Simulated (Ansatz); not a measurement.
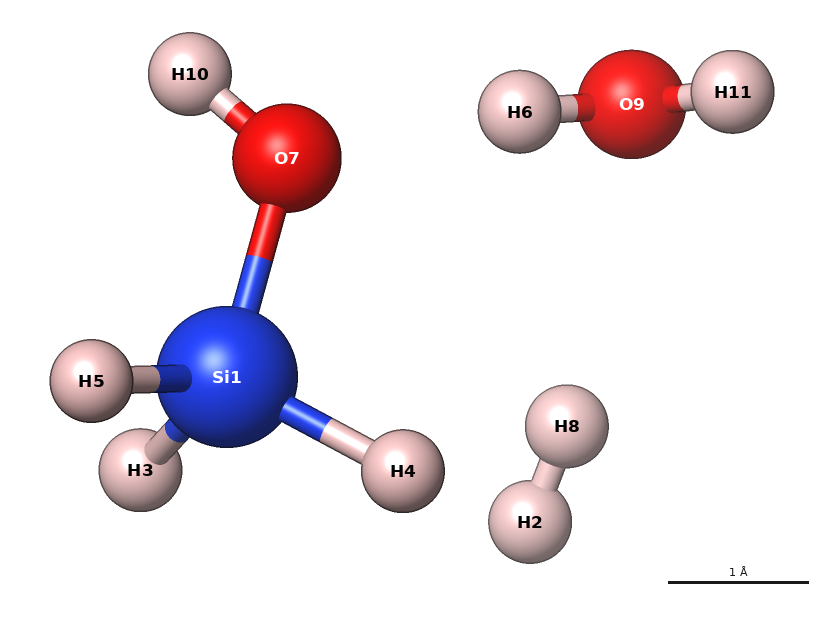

Computed geometry: PBE0-D4/def2-TZVP optimisation.

Find the hydrogen bonds (donors O, N, F, S or Cl) and give their geometry.

| D–H···A | D–H (Å) | H···A (Å) | angle (°) | kind |
| --- | --- | --- | --- | --- |
| O9–H6···O7 | 0.97 | 1.93 | 172 | intermolecular |
